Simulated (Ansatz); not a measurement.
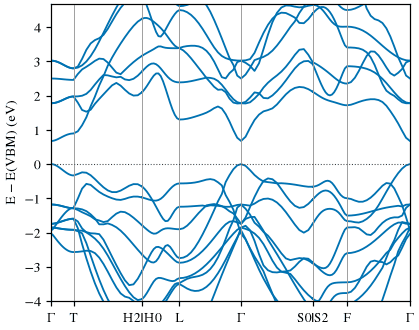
Band structure from r²SCAN+D4 (plane waves, PAW; program Ansatz)

Read off the gap and where the band edges lie.

About 0.7 eV (0.68 eV by a search for the band edges); maximum at Γ, minimum at Γ.

The material is Bi2Se3 in space group R-3m (No. 166; Bi on 6c, Se on 3a, Se on 6c).

The r²SCAN+D4 relaxation kept the symmetry of its start. Scalar-relativistic: spin–orbit coupling is off unless named, which matters more the heavier the elements.

Potentials: the later of the program's two PAW sets.
